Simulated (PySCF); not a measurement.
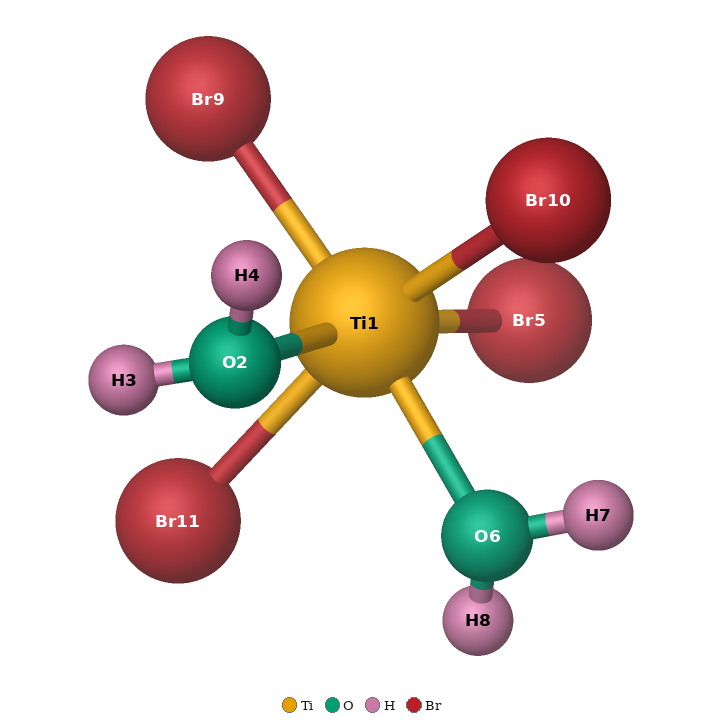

Charge 0, singlet. The computed structure is the end point of a PBE0-D3(BJ)/def2-SVP optimisation. No frequency run is at hand to confirm it as a minimum. Method: delta-SCF UKS SCAN, pcX-2 on the ionised atom (unc-x2c-TZVPall on a metal), pcseg-1 elsewhere, spin-free X2C (PySCF 2.14.0).

Give the core-electron binding energies (to vacuum; p and d levels without spin–orbit splitting) of Ti1 2p, O2 1s.

| atom | level | binding energy (eV) |
| --- | --- | --- |
| Ti1 | 2p | 465.5 |
| O2 | 1s | 540.8 |
